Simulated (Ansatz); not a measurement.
Where the default PAW files enter, the runs use the earlier of Ansatz's two default sets.

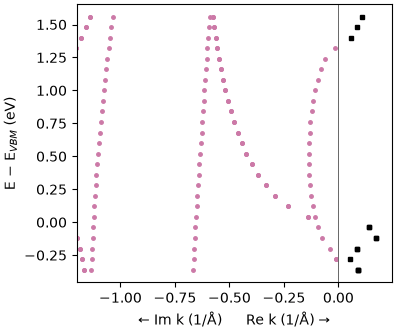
Figure. Complex bands at the centre of the two-dimensional zone; PBEsol run with Ansatz (a program for electronic structure)

No gap correction and no spin-orbit coupling; mid-gap values are interpolated between computed energies.

Task: This is AgI (P6_3mc, 8 atoms a cell, 31.1 Å³ an atom) along the normal of (001). Read off the slowest decay at the centre of the two-dimensional zone at 0.68 eV, the computed energy nearest the middle of the gap.

Result: κ ≈ 0.13 1/Å, a decay length 1/(2κ) of the density of 3.8 Å.
